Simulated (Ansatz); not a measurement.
# Al wire along [110], 19 atoms a period: bands along the axis, part 2 of 2

What gap, if any, does the Al wire along [110], 19 atoms a period have, and how many channels would it open?

Ansatz 0.2.0; DFT PBE, plane waves, PAW; relaxation of a wire's period; PAW set soft_1 (the session's first sound run).

So far: Set-up; The relaxed wire.

### Step 2. The relaxed wire (continued)

The steps of the relaxation:

```tsv
step	energy less that of the first step (eV)	largest force component (eV/Å)	pressure (GPa)	volume (Å³)
1	0.0000	0.1733	-1.00	774.79
2	-0.3579	0.1042	0.26	737.13
3	-0.3721	0.0374	-0.02	739.53
4	-0.3727	0.0062	0.05	739.14
5*	-0.3706	0.0062	0.04	739.14
```

Relaxation steps marked * repeat the geometry before them on a plane-wave basis chosen anew for their cell, so energy and pressure can jump there.

The run keeps the 8 symmetry operations that it works with, so distortions that break them were not tested.

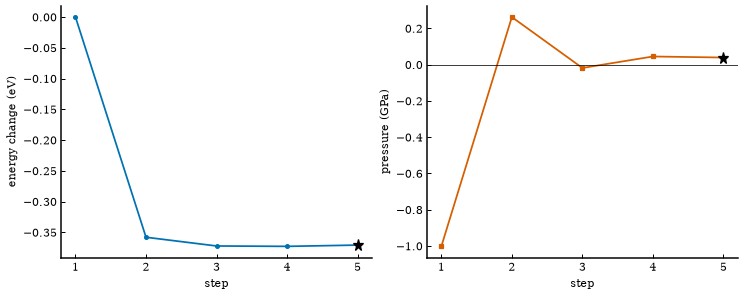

Energy and pressure along the relaxation. Stars mark steps on a basis chosen anew.

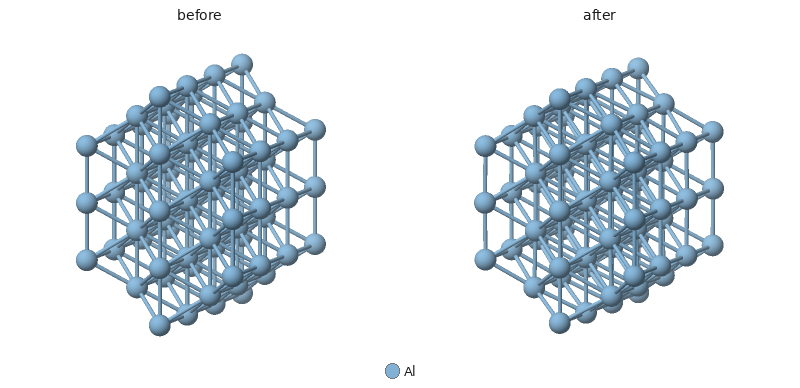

Before and after, at one scale.

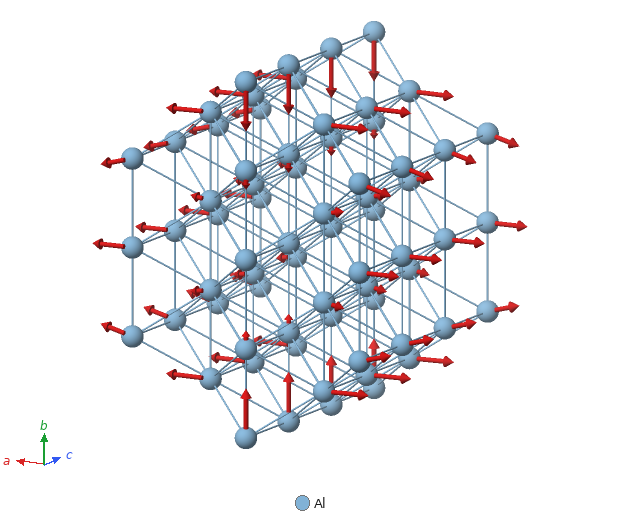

Displacements in the relaxation, exaggerated, measured against the changing cell; the longest in the cell stands for 0.12 Å. 1×1×3 cells are drawn. Some periodic images of atoms are drawn too.

```tsv
cell as run	before	after	change
c (Å)	2.857	2.725	-4.6 %
```

The atoms that moved most (Å, along periodic axes as changes of fractional coordinates times the final cell, across vacuum about the mean position):

```tsv
atom	dx	dy	dz	length
Al18	0.000	-0.119	0.000	0.119
Al4	0.000	0.119	0.000	0.119
Al15	0.119	-0.001	0.000	0.119
Al12	0.119	0.001	0.000	0.119
Al11	-0.119	-0.001	0.000	0.119
Al8	-0.119	0.001	0.000	0.119
Al7	0.104	0.000	0.000	0.104
Al2	-0.104	0.000	0.000	0.104
```

Final coordinates:

```cif
data_structure
_symmetry_space_group_name_H-M 'P 1'
_symmetry_Int_Tables_number 1
_cell_length_a 14.8800
_cell_length_b 18.2270
_cell_length_c 2.7253
_cell_angle_alpha 90.000
_cell_angle_beta 90.000
_cell_angle_gamma 90.000
_cell_volume 739.14
loop_
_atom_site_label
_atom_site_type_symbol
_atom_site_fract_x
_atom_site_fract_y
_atom_site_fract_z
_atom_site_occupancy
Al1 Al 0.22325 0.34440 0.00000 1
Al2 Al 0.22151 0.50000 0.00000 1
Al3 Al 0.50000 0.34480 0.00000 1
Al4 Al 0.50000 0.19308 0.00000 1
Al5 Al 0.50000 0.50000 0.00000 1
Al6 Al 0.77675 0.34440 0.00000 1
Al7 Al 0.77849 0.50000 0.00000 1
Al8 Al 0.35626 0.26497 0.50000 1
Al9 Al 0.36160 0.42125 0.50000 1
Al10 Al 0.36160 0.57874 0.50000 1
Al11 Al 0.35626 0.73502 0.50000 1
Al12 Al 0.64374 0.26497 0.50000 1
Al13 Al 0.63840 0.42125 0.50000 1
Al14 Al 0.63840 0.57874 0.50000 1
Al15 Al 0.64374 0.73502 0.50000 1
Al16 Al 0.22325 0.65559 0.00000 1
Al17 Al 0.50000 0.65519 0.00000 1
Al18 Al 0.50000 0.80691 0.00000 1
Al19 Al 0.77675 0.65559 0.00000 1
```

This step gave:

| Quantity | Value |
| --- | --- |
| energy at zero smearing | -10206.3813 eV |
| cell length along the wire | 2.725 Å |

The cell's length comes to 2.725 Å with spin left out.

### Step 3. The perfect wire

This step: DFT PBE, plane waves, PAW; bands of a perfect wire; PAW set soft_1 (Ansatz 0.2.0).

At the relaxed period the bands are computed along the axis; those that cross an energy going forward count the channels that a perfect wire would open there.

input.yaml reads:

```yaml
crystal:
  lattice:
    - [14.88, 0.0, 0.0]
    - [0.0, 18.227, 0.0]
    - [0.0, 0.0, 2.7252580262]
  atoms:
    - { symbol: Al, position: [0.223246216, 0.344401855, 0.0] }
    - { symbol: Al, position: [0.221505719, 0.499995764, 0.0] }
    - { symbol: Al, position: [0.5, 0.344798298, 0.0] }
    - { symbol: Al, position: [0.5, 0.193084061, 0.0] }
    - { symbol: Al, position: [0.5, 0.499995764, 0.0] }
    - { symbol: Al, position: [0.776753784, 0.344401855, 0.0] }
    - { symbol: Al, position: [0.778494281, 0.499995764, 0.0] }
    - { symbol: Al, position: [0.35625866, 0.264971846, 0.5] }
    - { symbol: Al, position: [0.361595387, 0.421246946, 0.5] }
    - { symbol: Al, position: [0.361595387, 0.578744582, 0.5] }
    - { symbol: Al, position: [0.35625866, 0.735019682, 0.5] }
    - { symbol: Al, position: [0.64374134, 0.264971846, 0.5] }
    - { symbol: Al, position: [0.638404613, 0.421246946, 0.5] }
    - { symbol: Al, position: [0.638404613, 0.578744582, 0.5] }
    - { symbol: Al, position: [0.64374134, 0.735019682, 0.5] }
    - { symbol: Al, position: [0.223246216, 0.655589673, 0.0] }
    - { symbol: Al, position: [0.5, 0.65519323, 0.0] }
    - { symbol: Al, position: [0.5, 0.806907467, 0.0] }
    - { symbol: Al, position: [0.776753784, 0.655589673, 0.0] }
kpoints:
  mp_grid: { grid: [1, 1, 30] }
  band_path: { path: ["Γ", Z], npoints: 90 }
scf:
  occupations: { method: fermi_dirac, width: 0.05 }
hamiltonian:
  xc: pbe
  pseudopotentials: { kind: paw, azcp: { folder: soft_1 } }
output:
  dos: { e_range: [-5, 4] }
  write_potential: true
  write_density: true
  volumetric_format: npy
```

Launch:

```
$ ansatz run input.yaml --threads 4 --pin off --max-ram 16384MiB --backend cpu --events-out ev --progress --plain --runs-dir out
```

Numbers of over 12 decimals in the logs are rounded to 6 here.

The log of the run:

```text
[...]
Crystal: 19 atoms, lattice volume = 739.138 Å³
Basis set: ecut = 420 eV, 14553 PW (Γ)
Bands: 48, of which v1, the nominal top of the filled ones, is band 29 counted from 1 (28 counted from 0)
Symmetry: 8 space group operations
[...]
k-points: 16 of 30
[...]
SCF iter   1: F=—  HF=-10210.596821 eV  |F-HF|=—  |Δ(HF+E_count)|=         —  Δρ=2.06e-2  dr2=3.24e1  ethr=3.10e-3  ⟨swp⟩=8.6  Hψ=4566  notcnv=0  defer=18
[...]
SCF iter   8: F=-10206.430010 eV  HF=-10206.430010 eV  |F-HF|=8.13e-9  |Δ(HF+E_count)|=   1.97e-7  Δρ=2.51e-6  dr2=7.13e-8  ethr=1.75e-10  ⟨swp⟩=26.1  Hψ=5314  notcnv=0
SCF 1 converged in 8 iterations: F = -10206.430010 eV  dr2 = 7.13e-8
[...]
NSCF: frozen V_eff on 91 k-points
WARN: The output density's exchange-correlation potential varies sharply where the density is thin. Do not read a vacuum level from v_tot or v_xc, or from such a field of the output density. On a cell that repeats whose density bears no net charge and no dipole along the vacuum's axis use v_es (v_loc + v_h of the components); under efield.dipole_correction with no amplitude use v_es + v_field, which holds any externa [...]
SCF converged after 8 iterations
Free energy (F): -10206.430010 eV
[...]
Internal energy: -10206.357983 eV  (E = F + TS)
E sigma→0 (E₀):  -10206.393996 eV
Entropy (-TS):   -0.072026 eV (-3.791 meV/atom)
Fermi energy:    1.108804 eV
[...]
--- Band table (eV; the first three rows and the last of 16) ---
  k-point 0: bands = [... 25 lower, 0.0230, 0.1046, 0.1049, 0.1347, 1.3539, 1.4413, 1.7548, 1.9010, ... 15 higher]
  k-point 1: bands = [... 25 lower, 0.0429, 0.1250, 0.1253, 0.1552, 1.3736, 1.4616, 1.7750, 1.9202, ... 15 higher]
  k-point 2: bands = [... 25 lower, 0.1025, 0.1863, 0.1867, 0.2168, 1.4327, 1.5226, 1.8349, 1.9776, ... 15 higher]
  k-point 15: bands = [... 25 lower, 0.4706, 0.9460, 0.9680, 1.0129, 1.0909, 1.3920, 1.4825, 1.5627, ... 15 higher]
```

It took 41 s on 4 threads of Arm Neoverse V2, shared host; peak memory 2.1 GiB; 2.6 min of CPU time.

Numbers from this step:

- energy at zero smearing: -10206.3940 eV
- band gap: 0 eV

Electronic bands along the path, in eV, zero at the Fermi level:

```tsv
point	band 26	band 27	band 28	band 29	band 30	band 31	band 32	band 33
Γ	-1.09	-1.00	-1.00	-0.97	0.25	0.33	0.65	0.79
Z	-0.64	-0.16	-0.14	-0.10	-0.02	0.28	0.37	0.45
```

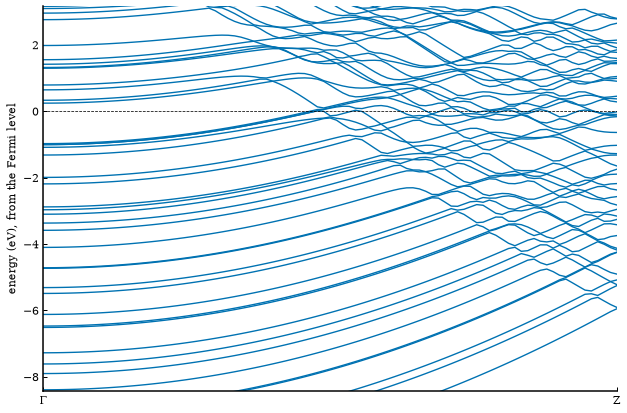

Electronic bands along the path.

Between Γ and Z the bands cross the Fermi level 21 times, so a perfect wire would conduct at least 21 G₀, with spin left out.

### Step 4. What came out

* cell length, PBE: 2.725 Å
* ballistic conductance by band crossings, a lower bound, PBE: 21 G₀

**Reading.** Under PBE the cell's length is 2.73 Å, and the bands cross the Fermi level 21 times between Γ and Z, which gives a perfect wire at least 21 G₀ (opposite crossings within one step of the path cancel in such a count).

[Logs are printed without paths, hosts, clocks, repeated set-up lines and the standing remarks that a program may print on its own settings, such as how far it seeks lower states.]

[Hosts, paths, dates, database ids (printed as entryN), source tags and the programs' standing remarks are cut or masked in the printed files.]
